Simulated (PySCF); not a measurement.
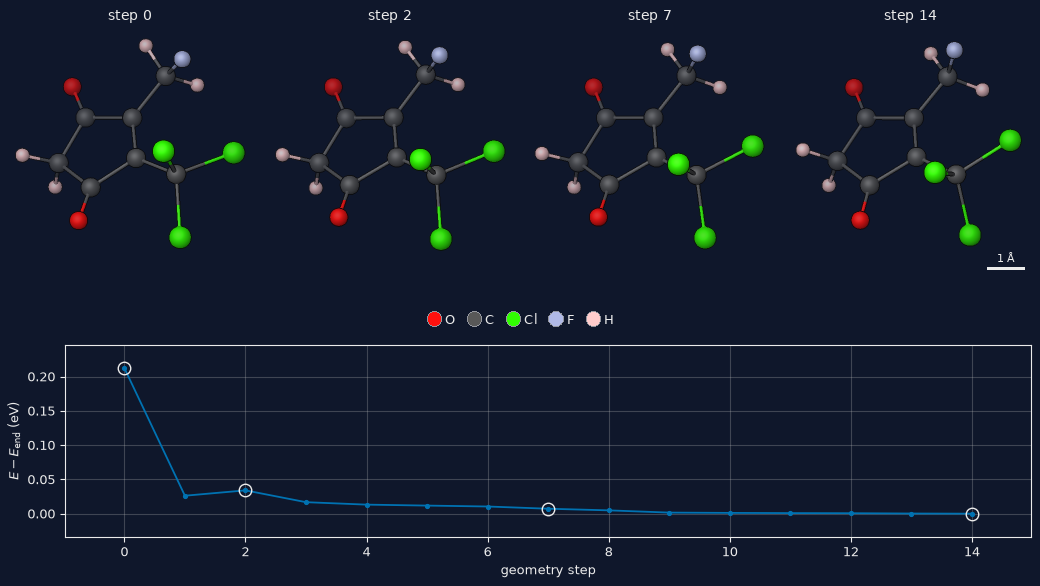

Frames of a relaxation of C$_{7}$H$_{4}$Cl$_{3}$FO$_{2}$, marked on the history of the run. The picture is a ball-and-stick view, seen at a tilt.

The start comes from GFN2-xTB. Its atoms were then displaced at random by about 0.01 Å.

Level of theory: PySCF 2.14.0, density-fitted response routines, PBE0-D3(BJ)/def2-SVP geometry optimisation, gas phase. 

**What happens along the run?**

A Cl atom moves most after the best rigid fit: 0.64 Å. By element the largest moves are Cl 0.64 Å, H 0.49 Å, F 0.36 Å, C 0.14 Å, O 0.09 Å. Some distances before and after: C–C 1.566 → 1.511 Å, C–O 1.168 → 1.204 Å, C–F 1.340 → 1.368 Å, C–Cl 1.759 → 1.784 Å. Among the angles between lasting bonds that change: O–C–C 129.7° → 125.9°, C–C–Cl 111.5° → 107.9°, F–C–H 106.2° → 109.0°. Groups turn about C–C by about 25°. Over 14 geometry steps the energy falls by 0.212 eV. From step 0 to 2: a Cl atom moves most (0.25 Å), energy −0.178 eV. From step 2 to 7: Cl atoms move most (0.18 Å), energy −0.027 eV. From step 7 to 14: a Cl atom moves most (0.28 Å), energy −0.007 eV.

| step | E − E(0), eV |
| --- | --- |
| 0 | 0.0000 |
| 1 | -0.1862 |
| 2 | -0.1784 |
| 3 | -0.1956 |
| 4 | -0.1992 |
| 5 | -0.2006 |
| 6 | -0.2019 |
| 7 | -0.2052 |
| 8 | -0.2075 |
| 9 | -0.2108 |
| 10 | -0.2113 |
| 11 | -0.2115 |
| 12 | -0.2117 |
| 13 | -0.2122 |
| 14 | -0.2124 |
